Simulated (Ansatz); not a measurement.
# AlHOF (SMILES [O][AlH][F]) at 6 levels

Aim: a comparison of 6 runs (U-revPBE/STO-3G, U-wB97X/STO-3G, UB2PLYP/STO-3G, UBLYP/STO-3G, UBCCD(T)/STO-3G, UCCSD/STO-3G) of AlHOF. 

The results are computed with Ansatz 0.2.0.

70 further runs of the same task are left out: 5 that didn't finish, 65 set aside as unsound or not needed.

## 1. The structure to begin with

The species is AlHOF (4 atoms), meant as a doublet with charge 0. SMILES: `[O][AlH][F]`. The H4–Al2 distance was set to 3.910 Å, away from the relaxed value. At this shape a bond of the SMILES string is far longer than usual.

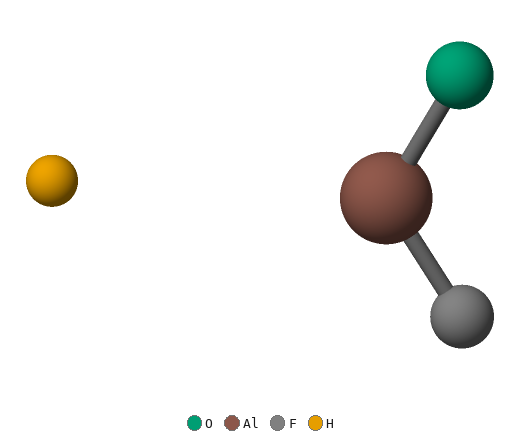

The structure, seen from a chosen angle (oxygen teal, aluminium brown, fluorine grey, hydrogen amber).

## 2. A single-point energy at U-revPBE/STO-3G (run 1)

The input, molecule.yaml:

```yaml
crystal:
  periodic: [false, false, false]
  atoms:
    - {symbol: O, position_ang: [-1.979131, -2.500835, 1.379499]}
    - {symbol: Al, position_ang: [-1.812631, -1.413135, 0.043099]}
    - {symbol: F, position_ang: [-2.977331, -1.449535, -1.112101]}
    - {symbol: H, position_ang: [1.272100, 0.985600, -0.090400]}
basis:
  gaussian:
    orbitals: STO-3G
magnetization:
  spin_polarized: true
  initial_magnetization: 1
hamiltonian:
  xc: {name: revPBE}
accuracy: high
```

On the command line:

```
$ ansatz run molecule.yaml --threads 1 --pin off --max-ram 2610MiB --events-out events.jsonl --progress --plain --runs-dir runs
```

Output:

```text
Warning: RAYON_NUM_THREADS=1 ignored (pool sized by the plan → 1); use --threads N
Functional definition: revPBE
  name "revPBE"
  parameter kappa = 1.245
  parameter beta = 0.06672455060314922
  exchange = pbe_x(kappa = kappa, mu = beta*pi^2/3)
  correlation = pbe_c(beta = beta)
345 factors; integrals over basis functions are off by at most 2.8e-8 eV
mean field evaluation 1: about -11209.3801 eV, gradient 3.4e1 eV
mean field evaluation 2: about -11033.4534 eV, gradient 1.1e2 eV
mean field evaluation 4: about -11214.8466 eV, gradient 3.3e1 eV
mean field evaluation 8: about -11218.3510 eV, gradient 2.5e1 eV
mean field evaluation 16: about -11222.0147 eV, gradient 2.0e-2 eV
mean field evaluation 32: about -11221.8093 eV, gradient 2.0e0 eV
mean field evaluation 64: about -11220.8481 eV, gradient 4.4e-2 eV
mean field -11222.01473673 eV, -412.4014350199 hartree, gradient 1.2e-8 eV, S^2 1.078787; 8 other end points of the search recorded, 0 dependent functions left out
reference -11222.01473912 eV, -412.4014351078 hartree; 16, 15 occupied and 4, 5 virtual orbitals, 345 factors
Total energy: -11222.01473912 eV, -412.4014351078 hartree
```

It took 5.7 s on 1 thread of Arm Neoverse V1, shared host; peak memory 0.12 GiB.

## 3. The energy at U-wB97X/STO-3G (run 2)

The input, input.yaml:

```yaml
crystal:
  periodic: [false, false, false]
  atoms:
    - {symbol: O, position_ang: [-1.979131, -2.500835, 1.379499]}
    - {symbol: Al, position_ang: [-1.812631, -1.413135, 0.043099]}
    - {symbol: F, position_ang: [-2.977331, -1.449535, -1.112101]}
    - {symbol: H, position_ang: [1.272100, 0.985600, -0.090400]}
basis:
  gaussian:
    orbitals: STO-3G
magnetization:
  spin_polarized: true
  initial_magnetization: 1
hamiltonian:
  xc: {name: wB97X}
accuracy: high
```

On the command line:

```
$ ansatz run input.yaml --threads 1 --pin off --max-ram 2610MiB --events-out events.jsonl --progress --plain --runs-dir runs
```

Output, shortened:

```text
Warning: RAYON_NUM_THREADS=1 ignored (pool sized by the plan → 1); use --threads N
Functional definition: wB97X
  name "wB97X"
[...]
      + exact_x_lr(omega)
[...]
      + integral(e_c_pw_opposite_spin*poly(b97_u_opposite, 1, cos1, cos2, cos3, cos4))
345 factors; integrals over basis functions are off by at most 2.8e-8 eV
141 factors; integrals over basis functions are off by at most 5.9e-10 eV
[...]
mean field -11223.25661587 eV, -412.4470732367 hartree, gradient 4.2e-8 eV, S^2 1.460518; 8 other end points of the search recorded, 0 dependent functions left out
reference -11223.25661582 eV, -412.4470732348 hartree; 16, 15 occupied and 4, 5 virtual orbitals, 345 factors
Total energy: -11223.25661582 eV, -412.4470732348 hartree
```

Wall time 50 s (1 thread of Arm Neoverse V1, shared host); peak memory 0.4 GiB.

Runs 3 to 5 aren't shown in full; the table further down has their settings and results.

## 4. The energy at UCCSD/STO-3G (run 6)

The input, in.yaml:

```yaml
crystal:
  periodic: [false, false, false]
  atoms:
    - symbol: O
      position_ang: [-1.979131, -2.500835, 1.379499]
    - symbol: Al
      position_ang: [-1.812631, -1.413135, 0.043099]
    - symbol: F
      position_ang: [-2.977331, -1.449535, -1.112101]
    - symbol: H
      position_ang: [1.272100, 0.985600, -0.090400]
basis:
  gaussian: {orbitals: STO-3G}
magnetization: {spin_polarized: true, initial_magnetization: 1}
correlation: {method: ccsd, frozen_orbitals: {Al: 5, F: 1, H: 0, O: 1}}
accuracy: high
scf: {omitted_lower_state_checks: [cluster_reference, increment]}
```

On the command line:

```
$ ansatz run in.yaml --threads 1 --pin off --max-ram 2610MiB --events-out events.jsonl --progress --plain --runs-dir runs
```

Output:

```text
Warning: RAYON_NUM_THREADS=1 ignored (pool sized by the plan → 1); use --threads N
[... 17 lines left out ...]
7 core orbitals not correlated: weight in the atoms' cores, before any rotation towards them, 1.000 or more for the frozen orbitals, at most 0.000 for the correlated occupied ones
[... 68 lines left out ...]
Total energy: -11195.48124762 eV, -411.4263472801 hartree
Checks for a lower state left out: cluster_reference, increment
```

Run time: 0.85 s. Hardware: 1 thread of Arm Neoverse V1, shared host.

## 5. Overview of the runs

```
run            level  frozen core orbitals  energy (Eh)   ⟨S²⟩  wall time
  1  U-revPBE/STO-3G                     –  -412.401435  1.079      5.7 s
  2   U-wB97X/STO-3G                     –  -412.447073  1.461       50 s
  3   UB2PLYP/STO-3G                     7  -412.156714  1.595      9.6 s
  4     UBLYP/STO-3G                     –  -412.422843  1.030        6 s
  5  UBCCD(T)/STO-3G                     7  -411.435404  1.689      1.1 s
  6     UCCSD/STO-3G                     7  -411.426347  1.689     0.85 s
```

## 6. Results

| quantity | value |
| --- | --- |
| run 6: total energy | -411.42635 Eh |
| run 6: correlation energy (7 core orbitals frozen) | -77.0 mEh |
| run 6: ⟨S²⟩ of the reference determinant | 1.689 |
| run 6: T1 diagnostic | 0.081 |

**Reading.** Totals of different functionals can't be ranked against each other. In runs 1, 2, 3, 4, 5, 6 the basis is minimal, so the values are rough. Spin contamination of the reference: run 5 ⟨S²⟩ = 1.69, run 6 ⟨S²⟩ = 1.69, run 3 ⟨S²⟩ = 1.59, run 2 ⟨S²⟩ = 1.46, run 1 ⟨S²⟩ = 1.08, run 4 ⟨S²⟩ = 1.03. Where it is this large, the reference is a mixture of spin states, and values that rest on it are in doubt. All runs together took 73 s, the longest 50 s.
